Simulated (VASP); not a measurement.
# Mn3O4 (Hausmannite) with PBEsol + U: from relaxation to properties, part 5 of 6

How well does PBEsol + U reproduce what experiment finds for Mn3O4 (Hausmannite)? The cell is relaxed first, and properties follow on it. The start is a cell from a database of measured crystal structures.

VASP 6.6.1; PBEsol, DFT+U (Mn d 4 eV), spin-polarised from a ferromagnetic start; plane waves and PAW (Mn_pv, O).

Still holding for the runs below: The magnetic state follows from one typed start and may not be the lowest.

So far, gap on the k-mesh (eV): step 2 (full relaxation (PBEsol + U)) 0.661. The relaxed cell has a = 5.826, c = 9.414 Å (conventional setting).

**5. Bands along the symmetry lines (PBEsol + U)**

The mesh alone shows little of the dispersion and can miss band extrema, so KPOINTS_OPT adds a path through the symmetry points after the self-consistent cycle.

INCAR

```
SYSTEM = Mn3O4
PREC = Accurate
ENCUT = 520
EDIFF = 1E-06
NELM = 100
ISMEAR = 0
SIGMA = 0.05
LREAL = .FALSE.
ALGO = Normal
GGA = PS
NBANDS = 118
ISPIN = 2
MAGMOM = 4.558 4.558 3.944 3.944 3.944 3.944 0.006 0.006 0.006 0.006 0.006 0.006 0.006 0.006
LDAU = .TRUE.
LDAUTYPE = 2
LDAUL = 2 -1
LDAUU = 4 0
LDAUJ = 0 0
LDAUPRINT = 1
LASPH = .TRUE.
LMAXMIX = 4
LORBIT = 11
LWAVE = .FALSE.
LCHARG = .FALSE.
KPAR = 8
```

POSCAR

```
Mn3O4
1.0
   -2.9131705325      2.9131705325      4.7069002559
    2.9131705325     -2.9131705325      4.7069002559
    2.9131705325      2.9131705325     -4.7069002559
Mn O
6 8
Direct
    0.0000000000      0.0000000000      0.0000000000
    0.7500000000      0.2500000000      0.5000000000
    0.8750000000      0.6250000000      0.2500000000
    0.3750000000      0.6250000000      0.2500000000
    0.3750000000      0.6250000000      0.7500000000
    0.3750000000      0.1250000000      0.7500000000
    0.6067320999      0.3836921715      0.2230399284
    0.1336921715      0.4106522430      0.2769600716
    0.1606522430      0.3836921715      0.7769600716
    0.1336921715      0.8567320999      0.7230399284
    0.1432679001      0.8663078285      0.2769600716
    0.6163078285      0.3932679001      0.7769600716
    0.5893477570      0.8663078285      0.7230399284
    0.6163078285      0.8393477570      0.2230399284
```

KPOINTS

```
Automatic mesh
0
Gamma
7 7 7
0 0 0
```

KPOINTS_OPT

```
Line mode
12
Line-mode
Reciprocal
  0.00000000   0.00000000   0.00000000 GAMMA
  0.50000000  -0.50000000   0.00000000 X

  0.50000000  -0.50000000   0.00000000 X
  0.50000000  -0.50000000   0.19152780 Y

  0.50000000  -0.50000000   0.19152780 Y
  0.34576390  -0.34576390   0.34576390 S

  0.34576390  -0.34576390   0.34576390 S
  0.00000000   0.00000000   0.00000000 GAMMA

  0.00000000   0.00000000   0.00000000 GAMMA
  0.50000000   0.50000000  -0.50000000 Z

  0.50000000   0.50000000  -0.50000000 Z
  0.65423610   0.34576390  -0.34576390 S1

  0.65423610   0.34576390  -0.34576390 S1
  0.50000000   0.00000000   0.00000000 N

  0.50000000   0.00000000   0.00000000 N
  0.75000000  -0.25000000  -0.25000000 P

  0.75000000  -0.25000000  -0.25000000 P
  0.80847220   0.19152780  -0.50000000 Y1

  0.80847220   0.19152780  -0.50000000 Y1
  0.50000000   0.50000000  -0.50000000 Z

  0.50000000  -0.50000000   0.00000000 X
  0.75000000  -0.25000000  -0.25000000 P
```

Potentials, in the order of the species: Mn_pv and O (PBE family, release 64).

Launch:

```
> mpirun -np 8 vasp_std
```

Log:

```text
[... set-up lines as in an earlier step ...]
 entering main loop
       N       E                     dE             d eps       ncg     rms          rms(c)
DAV:   1     0.170348560383E+04    0.17035E+04   -0.60871E+04 19104   0.129E+03
DAV:   2     0.822051773621E+02   -0.16213E+04   -0.14549E+04 18880   0.405E+02
DAV:   3    -0.119951549734E+03   -0.20216E+03   -0.19166E+03 20326   0.157E+02
DAV:   4    -0.126360705800E+03   -0.64092E+01   -0.63612E+01 20582   0.285E+01
DAV:   5    -0.126409419921E+03   -0.48714E-01   -0.48706E-01 20212   0.257E+00    0.483E+01
DAV:   6    -0.110226065185E+03    0.16183E+02   -0.50823E+01 23388   0.540E+01    0.431E+01
DAV:   7    -0.111791151242E+03   -0.15651E+01   -0.14023E+01 20156   0.259E+01    0.264E+01
DAV:   8    -0.111851351549E+03   -0.60200E-01   -0.19241E+00 20572   0.522E+00    0.161E+01
DAV:   9    -0.111743740930E+03    0.10761E+00   -0.23528E-01 19924   0.433E+00    0.304E+00
DAV:  10    -0.111751276437E+03   -0.75355E-02   -0.14572E-01 20500   0.337E+00    0.109E+00
DAV:  11    -0.111753546204E+03   -0.22698E-02   -0.11715E-02 20520   0.416E-01    0.497E-01
DAV:  12    -0.111753816959E+03   -0.27076E-03   -0.12447E-03 20442   0.179E-01    0.306E-01
DAV:  13    -0.111754082286E+03   -0.26533E-03   -0.48909E-04 19902   0.147E-01    0.870E-02
DAV:  14    -0.111754132975E+03   -0.50689E-04   -0.72188E-05 19918   0.436E-02    0.308E-02
DAV:  15    -0.111754140573E+03   -0.75979E-05   -0.10762E-05 19054   0.144E-02    0.143E-02
DAV:  16    -0.111754141539E+03   -0.96578E-06   -0.88111E-07 14934   0.594E-03
   1 F= -.11175414E+03 E0= -.11175414E+03  d E =-.192866E-10  mag=    26.0000
 Start KPOINTS_OPT (optional k-point list driver)
k-point batch [1-40\132]
       N       E                     dE             ncg
DAV:   1     0.364013949441E+04   -0.99436E+05    19064
DAV:   2    -0.569162099825E+05   -0.60556E+05    18880
DAV:   3    -0.640639688370E+05   -0.71478E+04    20440
DAV:   4    -0.643145490989E+05   -0.25058E+03    20534
DAV:   5    -0.643165868809E+05   -0.20378E+01    20584
DAV:   6    -0.643166332381E+05   -0.46357E-01    20846
DAV:   7    -0.643166348254E+05   -0.15873E-02    21076
DAV:   8    -0.643166348897E+05   -0.64293E-04    20592
DAV:   9    -0.643166348922E+05   -0.25214E-05    13606
DAV:  10    -0.643166348926E+05   -0.36466E-06    11696
[...]
k-point batch [121-132\132]
       N       E                     dE             ncg
DAV:   1     0.855706705292E+05   -0.36637E+05     5696
DAV:   2     0.673508962127E+05   -0.18220E+05     5664
DAV:   3     0.651849533720E+05   -0.21659E+04     6130
DAV:   4     0.651081020307E+05   -0.76851E+02     6128
DAV:   5     0.651074841159E+05   -0.61791E+00     6056
DAV:   6     0.651074702374E+05   -0.13879E-01     6218
DAV:   7     0.651074697618E+05   -0.47555E-03     6224
DAV:   8     0.651074697427E+05   -0.19172E-04     6138
DAV:   9     0.651074697419E+05   -0.75629E-06     3952
```

It took 14 min on 8 MPI ranks of Intel Xeon Platinum 8375C at 2.90GHz (Ice Lake), shared host; peak memory 13 GiB; 1.9 h of CPU time.

From OUTCAR (step 5):

```text
   k-points           NKPTS =     40   k-points in BZ     NKDIM =     40   number of bands    NBANDS=    118

   NELECT =     126.0000    total number of electrons

atom =   1  type =  1  l = 2

 onsite density matrix

spin component  1

  0.9371  0.0000  0.0000 -0.0000 -0.0000
  0.0000  0.9365 -0.0000  0.0000 -0.0000
  0.0000 -0.0000  0.9436  0.0000 -0.0000
 -0.0000  0.0000  0.0000  0.9365  0.0000
 -0.0000 -0.0000 -0.0000  0.0000  0.9537

spin component  2

  0.0194  0.0000  0.0000  0.0000  0.0000
  0.0000  0.0651 -0.0000  0.0000  0.0000
  0.0000 -0.0000  0.0234  0.0000 -0.0000
  0.0000  0.0000  0.0000  0.0651  0.0000
  0.0000  0.0000 -0.0000  0.0000  0.0567

 occupancies and eigenvectors

  o =  0.0194  v =  0.0000  0.0000  0.0000  0.0000  0.0000  1.0000  0.0000  0.0000  0.0000  0.0000      0.0000  0.0000  0.0000  0.0000  0.0000  0.0000  0.0000  0.0000  0.0000  0.0000
  o =  0.0234  v =  0.0000  0.0000  0.0000  0.0000  0.0000  0.0000 -0.0000  1.0000 -0.0000  0.0000      0.0000  0.0000  0.0000  0.0000  0.0000  0.0000  0.0000  0.0000  0.0000  0.0000
  o =  0.0567  v =  0.0000  0.0000  0.0000  0.0000  0.0000  0.0000  0.0000  0.0000  0.0000 -1.0000      0.0000  0.0000  0.0000  0.0000  0.0000  0.0000  0.0000  0.0000  0.0000  0.0000
  o =  0.0651  v =  0.0000  0.0000  0.0000  0.0000  0.0000  0.0000  0.2492  0.0000  0.9684  0.0000      0.0000  0.0000  0.0000  0.0000  0.0000  0.0000  0.0000  0.0000  0.0000  0.0000
  o =  0.0651  v =  0.0000  0.0000  0.0000  0.0000  0.0000  0.0000 -0.9684 -0.0000  0.2492 -0.0000      0.0000  0.0000  0.0000  0.0000  0.0000  0.0000  0.0000  0.0000  0.0000  0.0000
  o =  0.9365  v =  0.0000  0.9096  0.0000 -0.4154  0.0000  0.0000  0.0000  0.0000  0.0000  0.0000      0.0000  0.0000  0.0000  0.0000  0.0000  0.0000  0.0000  0.0000  0.0000  0.0000
  o =  0.9365  v =  0.0000 -0.4154  0.0000 -0.9096 -0.0000  0.0000  0.0000  0.0000  0.0000  0.0000      0.0000  0.0000  0.0000  0.0000  0.0000  0.0000  0.0000  0.0000  0.0000  0.0000
  o =  0.9371  v =  1.0000  0.0000  0.0000  0.0000  0.0000  0.0000  0.0000  0.0000  0.0000  0.0000      0.0000  0.0000  0.0000  0.0000  0.0000  0.0000  0.0000  0.0000  0.0000  0.0000
  o =  0.9436  v =  0.0000  0.0000 -1.0000 -0.0000 -0.0000  0.0000  0.0000  0.0000  0.0000  0.0000      0.0000  0.0000  0.0000  0.0000  0.0000  0.0000  0.0000  0.0000  0.0000  0.0000
  o =  0.9537  v =  0.0000 -0.0000 -0.0000 -0.0000  1.0000  0.0000  0.0000  0.0000  0.0000  0.0000      0.0000  0.0000  0.0000  0.0000  0.0000  0.0000  0.0000  0.0000  0.0000  0.0000

atom =   2  type =  1  l = 2

 onsite density matrix

spin component  1

  0.9371  0.0000  0.0000 -0.0000 -0.0000
  0.0000  0.9365 -0.0000  0.0000 -0.0000
  0.0000 -0.0000  0.9436  0.0000  0.0000
 -0.0000  0.0000  0.0000  0.9365  0.0000
 -0.0000 -0.0000  0.0000  0.0000  0.9537

spin component  2

  0.0194  0.0000  0.0000  0.0000  0.0000
  0.0000  0.0651  0.0000  0.0000  0.0000
  0.0000  0.0000  0.0234  0.0000  0.0000
  0.0000  0.0000  0.0000  0.0651  0.0000
  0.0000  0.0000  0.0000  0.0000  0.0567

 occupancies and eigenvectors

  o =  0.0194  v =  0.0000  0.0000  0.0000  0.0000  0.0000  1.0000  0.0000  0.0000  0.0000  0.0000      0.0000  0.0000  0.0000  0.0000  0.0000  0.0000  0.0000  0.0000  0.0000  0.0000
  o =  0.0234  v =  0.0000  0.0000  0.0000  0.0000  0.0000  0.0000 -0.0000  1.0000  0.0000 -0.0000      0.0000  0.0000  0.0000  0.0000  0.0000  0.0000  0.0000  0.0000  0.0000  0.0000
  o =  0.0567  v =  0.0000  0.0000  0.0000  0.0000  0.0000  0.0000 -0.0000  0.0000 -0.0000  1.0000      0.0000  0.0000  0.0000  0.0000  0.0000  0.0000  0.0000  0.0000  0.0000  0.0000
  o =  0.0651  v =  0.0000  0.0000  0.0000  0.0000  0.0000  0.0000  0.7857  0.0000  0.6187  0.0000      0.0000  0.0000  0.0000  0.0000  0.0000  0.0000  0.0000  0.0000  0.0000  0.0000
  o =  0.0651  v =  0.0000  0.0000  0.0000  0.0000  0.0000  0.0000 -0.6187 -0.0000  0.7857 -0.0000      0.0000  0.0000  0.0000  0.0000  0.0000  0.0000  0.0000  0.0000  0.0000  0.0000
[...]
o =  0.0370  v =  0.0000  0.0000  0.0000  0.0000  0.0000 -0.0412  0.9992  0.0000 -0.0000  0.0000      0.0000  0.0000  0.0000  0.0000  0.0000  0.0000  0.0000  0.0000  0.0000  0.0000
  o =  0.0423  v =  0.0000  0.0000  0.0000  0.0000  0.0000  0.0000  0.0000 -0.0214  0.9979  0.0604      0.0000  0.0000  0.0000  0.0000  0.0000  0.0000  0.0000  0.0000  0.0000  0.0000
  o =  0.0542  v =  0.0000  0.0000  0.0000  0.0000  0.0000 -0.0000 -0.0000  0.1440 -0.0567  0.9880      0.0000  0.0000  0.0000  0.0000  0.0000  0.0000  0.0000  0.0000  0.0000  0.0000
  o =  0.1172  v =  0.0000  0.0000  0.0000  0.0000  0.0000  0.0000  0.0000 -0.9893 -0.0298  0.1425      0.0000  0.0000  0.0000  0.0000  0.0000  0.0000  0.0000  0.0000  0.0000  0.0000
  o =  0.2438  v =  0.0000  0.0000  0.0000  0.0000  0.0000 -0.9992 -0.0412 -0.0000  0.0000 -0.0000      0.0000  0.0000  0.0000  0.0000  0.0000  0.0000  0.0000  0.0000  0.0000  0.0000
  o =  0.5178  v = -0.9995 -0.0324 -0.0000  0.0000 -0.0000  0.0000  0.0000  0.0000  0.0000  0.0000      0.0000  0.0000  0.0000  0.0000  0.0000  0.0000  0.0000  0.0000  0.0000  0.0000
  o =  0.9531  v =  0.0324 -0.9995 -0.0000  0.0000 -0.0000  0.0000  0.0000  0.0000  0.0000  0.0000      0.0000  0.0000  0.0000  0.0000  0.0000  0.0000  0.0000  0.0000  0.0000  0.0000
  o =  0.9546  v =  0.0000  0.0000 -0.0733  0.9962  0.0477  0.0000  0.0000  0.0000  0.0000  0.0000      0.0000  0.0000  0.0000  0.0000  0.0000  0.0000  0.0000  0.0000  0.0000  0.0000
  o =  0.9635  v =  0.0000  0.0000 -0.1172  0.0389 -0.9923  0.0000  0.0000  0.0000  0.0000  0.0000      0.0000  0.0000  0.0000  0.0000  0.0000  0.0000  0.0000  0.0000  0.0000  0.0000
  o =  0.9801  v =  0.0000 -0.0000  0.9904  0.0783 -0.1139  0.0000  0.0000  0.0000  0.0000  0.0000      0.0000  0.0000  0.0000  0.0000  0.0000  0.0000  0.0000  0.0000  0.0000  0.0000

 E-fermi :   5.2725

 spin component 1
 k-point     1 :       0.0000    0.0000    0.0000
  band No.  band energies     occupation
    ...
     72       4.3142      1.00000
     73       4.8248      1.00000
     74       4.8248      1.00000
     75       4.8484      1.00000
     76       5.0816      1.00000
     77       6.5689      0.00000
     78       6.5689      0.00000
     79       6.7867      0.00000
     80       6.9319      0.00000
     81       7.3672      0.00000
    ...

 k-point     2 :       0.1429    0.0000    0.0000
  band No.  band energies     occupation
    ...
     72       4.2824      1.00000
     73       4.7344      1.00000
     74       4.7568      1.00000
     75       4.8349      1.00000
     76       5.0294      1.00000
     77       6.4783      0.00000
     78       6.5256      0.00000
     79       6.7001      0.00000
     80       6.8847      0.00000
     81       7.6735      0.00000
    ...

  Total        0.0343975      0.0343975     -0.0110088      0.0000000      0.0000000      0.0000000
  in kB        0.3449141      0.3449141     -0.1103884      0.0000000      0.0000000      0.0000000
  external PRESSURE =       0.1931466 kB  Pullay stress =       0.0000000 kB

 POSITION                                       TOTAL-FORCE (eV/Angst)
 -----------------------------------------------------------------------------------
      0.00000      0.00000      0.00000        -0.000000      0.000000      0.000000
      0.00000      2.91317      2.35345        -0.000000      0.000000      0.000000
      0.00000      1.45659      5.88363        -0.000000      0.000000      0.000000
      1.45659     -0.00000      3.53018        -0.000000      0.000000      0.000000
      2.91317      1.45659      1.17673        -0.000000      0.000000      0.000000
      1.45659      2.91317     -1.17673        -0.000000      0.000000      0.000000
      0.00000      1.29951      3.61200        -0.000000      0.003522     -0.006733
      1.61366      0.00000      1.25855        -0.003522      0.000000     -0.006733
      2.91317      1.61366     -1.09490        -0.000000     -0.003522     -0.006733
      4.21268      0.00000      1.25855         0.003522      0.000000     -0.006733
      2.91317     -1.29951      3.44835        -0.000000     -0.003522      0.006733
      1.61366      2.91317      1.09490        -0.003522      0.000000      0.006733
      2.91317      1.29951      3.44835        -0.000000      0.003522      0.006733
      1.29951     -0.00000      5.80180         0.003522      0.000000      0.006733
 -----------------------------------------------------------------------------------
    total drift:                                0.000000     -0.000000      0.000000

  FREE ENERGIE OF THE ION-ELECTRON SYSTEM (eV)
  ---------------------------------------------------
  free  energy   TOTEN  =      -111.7541415387 eV

  energy  without entropy=     -111.7541415386  energy(sigma->0) =     -111.75414154

[... 10 parts as in an earlier step ...]

[... 12 further parts left out ...]
```

Numbers from this step:

```
bands                             : 118
Fermi energy                      : 5.272 eV
pressure                          : 0.01931 GPa
least gap on mesh and path        : 0.6534 eV
least direct gap on mesh and path : 0.8960 eV
conduction bottom at k            : 0.7045, -0.2045, -0.2045
least direct gap at k             : 0.6591, -0.1591, -0.1591
```

Spin up. The electronic bands at the labelled points (eV, zero at the valence-band top; v1 is the highest filled band, c1 the lowest empty one):

```csv
point,v4,v3,v2,v1,c1,c2,c3,c4
Γ,-0.26,-0.26,-0.23,0.00,1.49,1.49,1.71,1.85
X,-0.82,-0.82,-0.50,-0.50,0.76,0.76,0.91,0.91
Y,-0.85,-0.85,-0.64,-0.64,0.96,0.96,1.24,1.24
S,-0.99,-0.97,-0.84,-0.61,1.16,1.29,1.40,1.74
Γ,-0.26,-0.26,-0.23,0.00,1.49,1.49,1.71,1.85
Z,-1.24,-1.24,-0.83,-0.83,1.50,1.50,1.76,1.76
S1,-0.99,-0.97,-0.84,-0.61,1.16,1.29,1.40,1.74
N,-0.83,-0.69,-0.58,-0.08,1.02,1.20,1.20,1.73
P,-0.67,-0.67,-0.34,-0.34,0.69,0.69,0.84,0.84
Y1,-0.85,-0.85,-0.64,-0.64,0.96,0.96,1.24,1.24
Z,-1.24,-1.24,-0.83,-0.83,1.50,1.50,1.76,1.76
jump to X,-0.82,-0.82,-0.50,-0.50,0.76,0.76,0.91,0.91
P,-0.67,-0.67,-0.34,-0.34,0.69,0.69,0.84,0.84
```

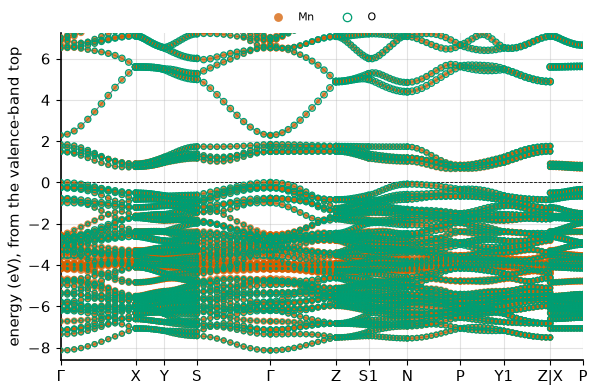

Electronic bands along the path; dots are coloured as in the legend, and their area grows with the weight.

Spin down. Electronic bands along the path, in eV, zero at the valence-band top; v1 is the highest filled band, c1 the lowest empty one:

```csv
point,v4,v3,v2,v1,c1,c2,c3,c4
Γ,-2.62,-2.36,-2.36,-2.16,1.84,2.12,2.54,2.93
X,-3.10,-3.10,-2.39,-2.39,2.63,2.63,2.97,2.97
Y,-2.91,-2.91,-2.55,-2.55,2.76,2.76,2.97,2.97
S,-2.88,-2.84,-2.56,-2.44,2.59,2.85,2.89,3.01
Γ,-2.62,-2.36,-2.36,-2.16,1.84,2.12,2.54,2.93
Z,-2.66,-2.66,-2.43,-2.43,2.58,2.58,3.01,3.01
S1,-2.88,-2.84,-2.56,-2.44,2.59,2.85,2.89,3.01
N,-2.75,-2.55,-2.42,-2.34,2.53,2.59,2.71,3.15
P,-2.76,-2.76,-2.61,-2.61,2.78,2.78,2.95,2.95
Y1,-2.91,-2.91,-2.55,-2.55,2.76,2.76,2.97,2.97
Z,-2.66,-2.66,-2.43,-2.43,2.58,2.58,3.01,3.01
jump to X,-3.10,-3.10,-2.39,-2.39,2.63,2.63,2.97,2.97
P,-2.76,-2.76,-2.61,-2.61,2.78,2.78,2.95,2.95
```

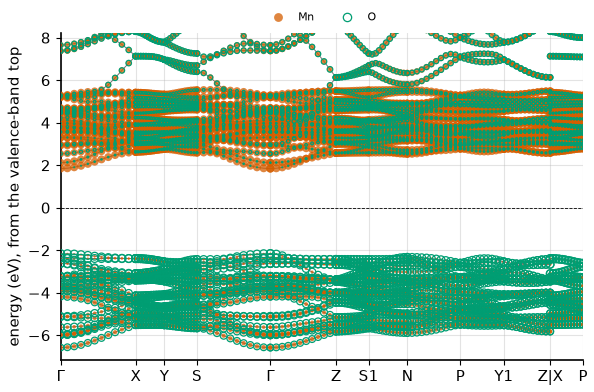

Electronic bands along the path; dots are coloured as in the legend, and their area grows with the weight.

The path finds the gap of the mesh within 0.02 eV, so the mesh comes close to both band edges.

[end of part 5 of 6]

[Lines on the potential files, build, host, timing and source positions are cut from VASP's logs without a mark.]

[Logs are printed without paths, hosts, clocks, repeated set-up lines and the standing remarks that a program may print on its own settings, such as how far it seeks lower states.]

[Hosts, paths, dates, database ids (printed as entryN), source tags and the programs' standing remarks are cut or masked in the printed files.]

[A measured line is paired with the nearest computed mode of its activity, which favours agreement.]
